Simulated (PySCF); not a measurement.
# CH5FGe (SMILES [CH3][GeH2][F]) at 4 levels

Wanted: a comparison of 4 runs (OLYP/ANO-R1, CAM-QTP00/ma-def2-TZVP, RI-MP2/LANL2DZ, CCSD(T)/6-311G**) of CH5FGe. 

Program for the calculation: PySCF 2.14.0.

1 further run of the same task is left out (set aside as unsound or not needed).

### Step 1. The structure to begin with

CH5FGe has 8 atoms, charge 0, and is taken as a singlet. SMILES: `[CH3][GeH2][F]`. The shape is that of a PBE0-D4/def2-TZVP optimisation.

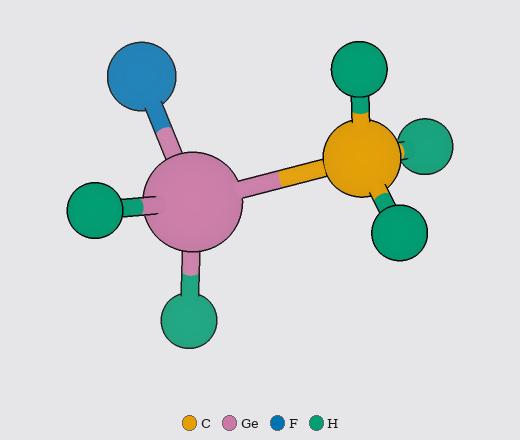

Viewed from a chosen angle; carbon amber, germanium pink, fluorine blue, hydrogen teal.

### Step 2. Localised orbitals at OLYP/ANO-R1 (Coulomb fitting set) (run 1)

File calc.py:

```python
import numpy
from pyscf import gto, dft, lo

molecule = gto.M(
    atom=[
    ('C', (-0.598200, 0.789100, -0.332100)),
    ('Ge', (0.468300, -0.734500, 0.207400)),
    ('F', (1.437000, -0.203900, 1.562200)),
    ('H', (-1.229500, 0.526100, -1.183100)),
    ('H', (0.052600, 1.615500, -0.619000)),
    ('H', (-1.235200, 1.108200, 0.493200)),
    ('H', (1.473200, -1.188800, -0.864100)),
    ('H', (-0.368100, -1.911600, 0.735600)),
],
    charge=0,
    verbose=4,
    max_memory=1860,
    basis='ano-r1',
)

mf = dft.RKS(molecule, xc='olyp')
mf = mf.density_fit(auxbasis='def2-universal-jfit')
mf.kernel()

e_final = mf.e_tot
print('E(%s) = %.9f' % ('OLYP', e_final))
occ = mf.mo_coeff[:, 0:molecule.nelec[0]]
loc = lo.cholesky_mos(occ)
r1 = numpy.einsum('xij,ip,jp->px', molecule.intor('int1e_r'), loc, loc)
spread = numpy.einsum('ij,ip,jp->p', molecule.intor('int1e_r2'), loc, loc) - (r1 ** 2).sum(1)
centres = r1 * 0.529177
print('orbital  centre (A)  spread (bohr^2)')
for i, (c, s) in enumerate(zip(centres, spread), 1):
    print('%3d %9.4f %9.4f %9.4f %9.4f' % (i, *c, s))
```

On the command line:

```bash
$ OMP_NUM_THREADS=1 python calc.py
```

Output:

```text
PySCF version 2.14.0

[... 77 lines left out ...]
converged SCF energy = -2208.33491079675
[... 6 lines left out ...]
 26   -0.2874    0.0814   -0.0331   11.5421
```

Run time: 39 s. Hardware: 1 thread of AMD EPYC (Zen 3), shared host; peak memory 0.38 GiB.

### Step 3. The energy at CAM-QTP00/ma-def2-TZVP (IEF-PCM methanol) (run 2)

File calc.py:

```python
from pyscf import gto, dft, solvent

system = gto.M(
    atom='''
C
Ge 1 1.93645
F 2 1.74797 1 106.39869
H 1 1.091746 2 110.24881 3 179.80739
H 1 1.090316 4 108.82201 2 120.64062
H 1 1.090282 5 109.03132 4 -118.56925
H 2 1.537636 3 105.52224 1 120.83674
H 2 1.537571 7 111.63595 3 -114.13812
''',
    verbose=4,
    charge=0,
    max_memory=1860,
    basis='ma-def2-tzvp',
    spin=0,
)

ks = dft.RKS(system, xc='hyb_gga_xc_cam_qtp_00')
ks = ks.PCM()
ks.with_solvent.method = 'IEF-PCM'
ks.with_solvent.eps = 32.613
ks.diis_start_cycle = 8
ks.grids.level = 4
ks.damp = 0.4
ks.kernel()

energy = ks.e_tot
print('E(%s) = %.9f' % ('CAM-QTP00', energy))
```

On the command line:

```bash
$ OMP_NUM_THREADS=1 python calc.py
```

Output:

```text
PySCF version 2.14.0

[... 51 lines left out ...]
WARN: PCM is an experimental feature. It is still in testing.
[... 17 lines left out ...]
Solvent Energy = -0.0071716837984904
[... 11 lines left out ...]
Solvent Energy = -0.0070459405925184
[... 11 lines left out ...]
Solvent Energy = -0.0069663172949783
[... 11 lines left out ...]
Solvent Energy = -0.00695958357869672
[... 9 lines left out ...]
converged SCF energy = -2218.158059284
E(CAM-QTP00) = -2218.158059284
```

It took 5.3 min on 1 thread of AMD EPYC (Zen 3), shared host; peak memory 1.1 GiB.

Run 3 isn't shown in full; the table further down has it.

### Step 4. The energy at CCSD(T)/6-311G(d,p) (Cartesian functions) (run 4)

File job.py:

```python
# [CH3][GeH2][F]
from pyscf import gto, scf, cc

system = gto.M(
    atom='''
C     -0.598200     0.789100    -0.332100
Ge     0.468300    -0.734500     0.207400
F      1.437000    -0.203900     1.562200
H     -1.229500     0.526100    -1.183100
H      0.052600     1.615500    -0.619000
H     -1.235200     1.108200     0.493200
H      1.473200    -1.188800    -0.864100
H     -0.368100    -1.911600     0.735600
''',
    max_memory=1860,
    cart=True,
    verbose=3,
    basis='6-311g**',
)

myscf = scf.RHF(system)
myscf.kernel()

mycc = cc.CCSD(myscf, frozen=11)
mycc.kernel()
e_t = mycc.ccsd_t()
e_final = mycc.e_tot + e_t
print('E = %.10f Eh' % e_final)
dip = myscf.dip_moment()
pop, q = myscf.mulliken_pop()
```

On the command line:

```bash
$ OMP_NUM_THREADS=1 python job.py
```

Output:

```text
converged SCF energy = -2215.61556454306
[... 3 lines left out ...]
Dipole moment(X, Y, Z, Debye): -1.84260, -0.13921, -2.18357
[... 124 lines left out ...]
charge of    7H =     -0.14499
```

Wall time 3.2 min (1 thread of AMD EPYC (Zen 3), shared host); peak memory 0.99 GiB.

### Step 5. All runs side by side

```
run                                                                       level      task  integral approximation   energy (Eh)  dipole moment (D) of the reference  HOMO energy (eV)  LUMO energy (eV)  wall time
  1                                           OLYP/ANO-R1 (Coulomb fitting set)  localise     def2-universal-jfit  -2208.334911                                2.23             -7.39             -0.31       39 s
  2                                   CAM-QTP00/ma-def2-TZVP (IEF-PCM methanol)    energy                    none  -2218.158059                                3.27            -11.76              1.13    5.3 min
  3  RI-MP2/LANL2DZ (density fitting with def2-universal-jkfit, core potential)    energy    def2-universal-jkfit   -144.137533                                3.40            -12.53              3.67      3.3 s
  4                                      CCSD(T)/6-311G** (Cartesian functions)    energy                    none  -2216.277335                                2.86            -12.35              3.14    3.2 min
```

### Step 6. What came out

| quantity | value |
| --- | --- |
| run 4: total energy | -2216.27734 Eh |
| run 4: dipole moment (Hartree–Fock density) | 2.86 D |
| run 4: HOMO energy (Hartree–Fock orbitals) | -12.35 eV |
| run 4: LUMO energy (Hartree–Fock orbitals) | 3.14 eV |
| run 4: HOMO–LUMO gap (Hartree–Fock orbitals) | 15.49 eV |
| run 4: correlation energy (11 core orbitals frozen) | -661.8 mEh |
| run 4: (T) correction | -17.62 mEh |
| run 4: T1 diagnostic | 0.011 |

**Reading.** Totals of different functionals can't be ranked against each other. Some runs of one species differ in core potentials or relativity; totals across that change don't compare. In run 1 relativity is left out where basis or elements ask for it. All runs together took 9.2 min, the longest 5.3 min.
